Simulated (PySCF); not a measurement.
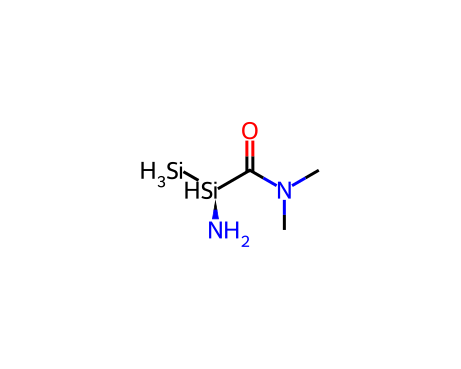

Question: Give its SMILES.

Answer: CN(C)C(=O)[Si@@H](N)[SiH3]

Question: Give the formula, hydrogens included.

Answer: C3H12N2OSi2.

Question: An optimisation with PBE0-D3(BJ)/def2-SVP gave a structure of which point group?

Answer: C1.

The parts below concern this one geometry. Atoms keep their numbers from picture to picture. The computed structure is the end point of a PBE0-D3(BJ)/def2-SVP optimisation. No frequency run is at hand to confirm it as a minimum.

## Shape

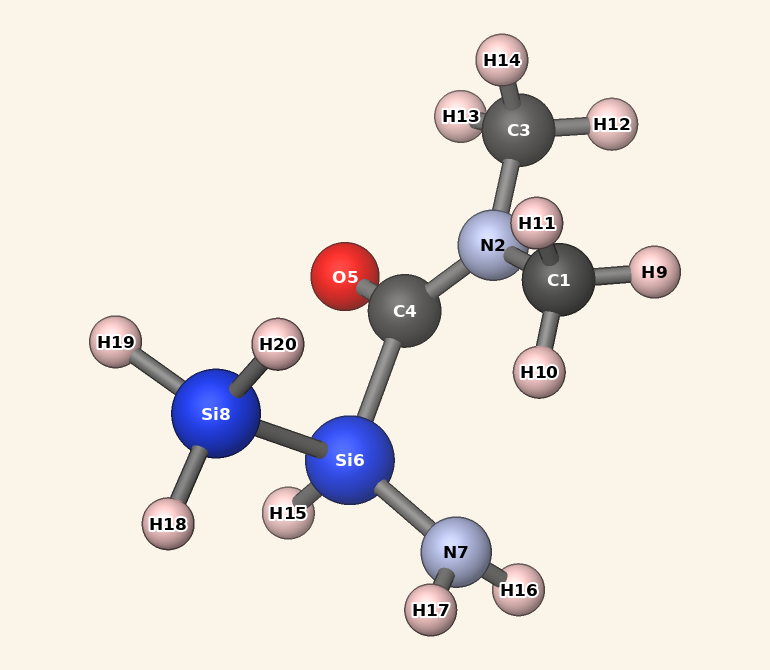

No frequency run is at hand to confirm it as a minimum.

What are the angles N2–C1–H10, N2–C1–H11, N2–C3–H13, N2–C4–O5, N2–C4–Si6, C3–N2–C4, C4–Si6–N7, Si6–N7–H16, Si6–N7–H17, Si6–Si8–H20, N7–Si6–H15, Si8–Si6–H15?

```csv
angle,degrees
N2–C1–H10,110.3
N2–C1–H11,111.3
N2–C3–H13,108.1
N2–C4–O5,122.7
N2–C4–Si6,124.5
C3–N2–C4,119.1
C4–Si6–N7,116.8
Si6–N7–H16,119.1
Si6–N7–H17,118.8
Si6–Si8–H20,109.6
N7–Si6–H15,114.1
Si8–Si6–H15,111.4
```

## Polarisability

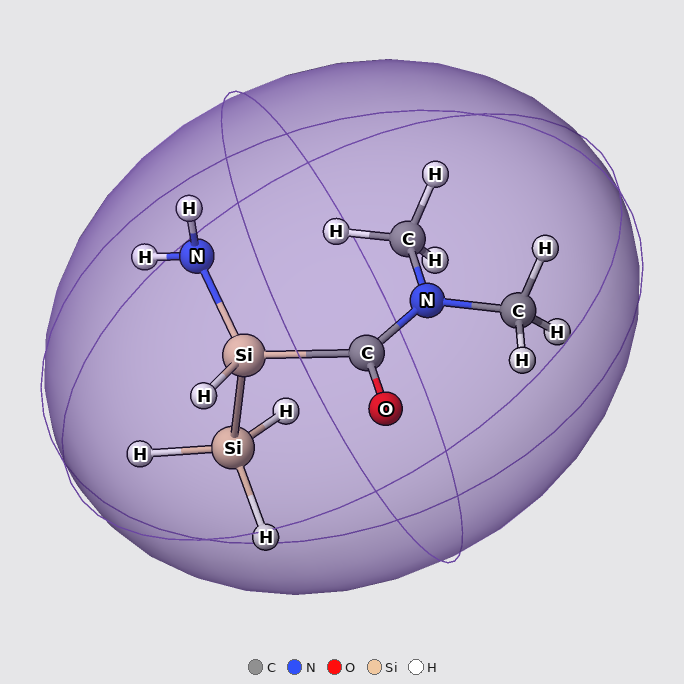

The ellipsoid shows the static dipole polarisability: its half-axes are proportional to the principal values. No frequency run is at hand to confirm it as a minimum. Computed with CAM-B3LYP/def2-SVPD (PySCF 2.14.0).

Question: How large and how anisotropic is the polarisability?

Answer: Principal values 104.3, 110.6, 129.4 bohr³; mean 114.8 bohr³ (17.01 Å³); anisotropy 22.6 bohr³, so the longest axis is 1.24 times the shortest.

## Charges

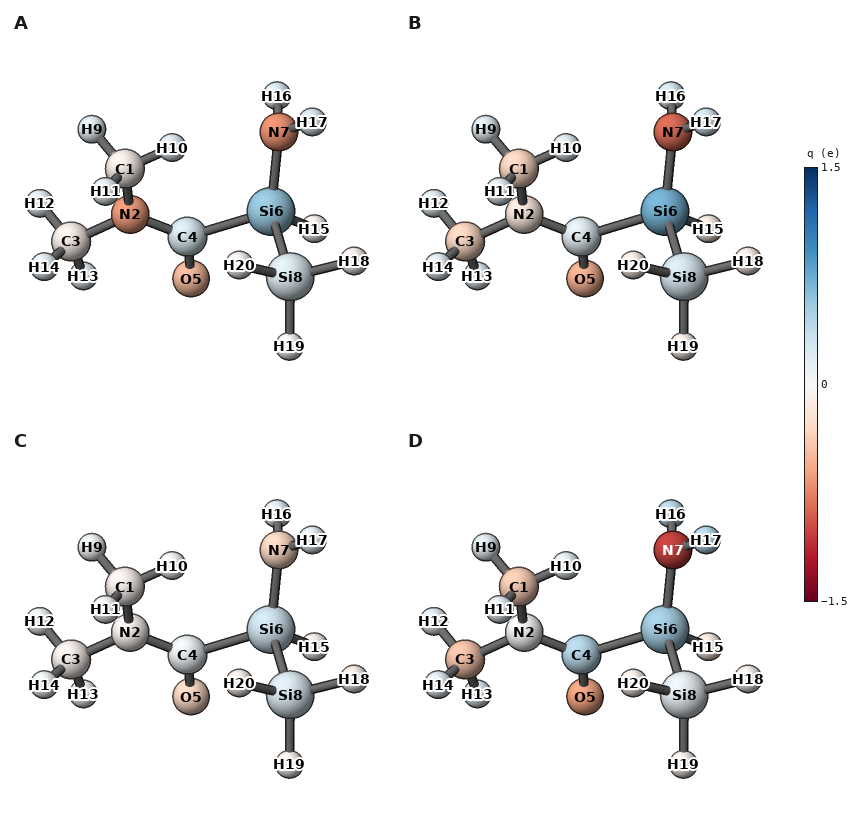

Atomic charges of one calculation by 4 schemes, on one colour scale. No frequency run is at hand to confirm it as a minimum. Level of theory: PBE0/pcSseg-1 in cyclohexane (IEF-PCM) (PySCF 2.14.0).

Question: The schemes are ESP-fitted, Hirshfeld, IAO, Mulliken. Which panel shows which?

Answer: A Mulliken, B IAO, C Hirshfeld, D ESP-fitted.

List the charges (e), one line for each set of equivalent atoms.

| atom | Mulliken | IAO | Hirshfeld | ESP-fitted |
| --- | --- | --- | --- | --- |
| C1 | −0.09 | −0.31 | −0.07 | −0.36 |
| N2 | −0.64 | −0.16 | −0.04 | 0.01 |
| C3 | −0.09 | −0.32 | −0.07 | −0.42 |
| C4 | 0.23 | 0.16 | 0.07 | 0.42 |
| O5 | −0.47 | −0.52 | −0.30 | −0.59 |
| Si6 | 0.56 | 0.69 | 0.30 | 0.49 |
| N7 | −0.67 | −0.84 | −0.30 | −1.01 |
| Si8 | 0.19 | 0.26 | 0.21 | 0.11 |
| H9 | 0.12 | 0.14 | 0.05 | 0.14 |
| H10 | 0.16 | 0.16 | 0.03 | 0.12 |
| H11 | 0.12 | 0.14 | 0.04 | 0.13 |
| H12 | 0.12 | 0.14 | 0.05 | 0.14 |
| H13 | 0.14 | 0.17 | 0.04 | 0.18 |
| H14 | 0.12 | 0.14 | 0.05 | 0.15 |
| H15 | −0.05 | −0.12 | −0.09 | −0.13 |
| H16 | 0.21 | 0.27 | 0.12 | 0.39 |
| H17 | 0.22 | 0.27 | 0.12 | 0.39 |
| H18 | −0.07 | −0.10 | −0.08 | −0.05 |
| H19 | −0.05 | −0.08 | −0.07 | −0.05 |
| H20 | −0.07 | −0.10 | −0.08 | −0.06 |

## Quadrupole coupling

No frequency run is at hand to confirm it as a minimum. Electric field gradients from the ground-state density, PBE0/pcSseg-1 (PySCF 2.14.0), non-relativistic apart from any core potentials.

Give the largest field-gradient component, the quadrupole coupling constant and the asymmetry for 14N at N2 (Q = 20.44 mb), 17O at O5 (Q = −25.6 mb), 14N at N7 (Q = 20.44 mb), 2H at H9 (Q = 2.86 mb), 2H at H10 (Q = 2.86 mb), 2H at H11 (Q = 2.86 mb), 2H at H12 (Q = 2.86 mb).

```json
{"atom": "N2", "V_zz (a.u.)": "−0.968", "e²qQ/h (MHz)": "−4.65", "η": "0.08"}
{"atom": "O5", "V_zz (a.u.)": "−1.519", "e²qQ/h (MHz)": "9.14", "η": "0.03"}
{"atom": "N7", "V_zz (a.u.)": "−0.960", "e²qQ/h (MHz)": "−4.61", "η": "0.27"}
{"atom": "H9", "V_zz (a.u.)": "0.282", "e²qQ/h (MHz)": "0.189", "η": "0.07"}
{"atom": "H10", "V_zz (a.u.)": "0.265", "e²qQ/h (MHz)": "0.178", "η": "0.10"}
{"atom": "H11", "V_zz (a.u.)": "0.279", "e²qQ/h (MHz)": "0.187", "η": "0.07"}
{"atom": "H12", "V_zz (a.u.)": "0.284", "e²qQ/h (MHz)": "0.191", "η": "0.07"}
```

Mulliken values depend strongly on the basis set and can even reverse the polarity of a bond.
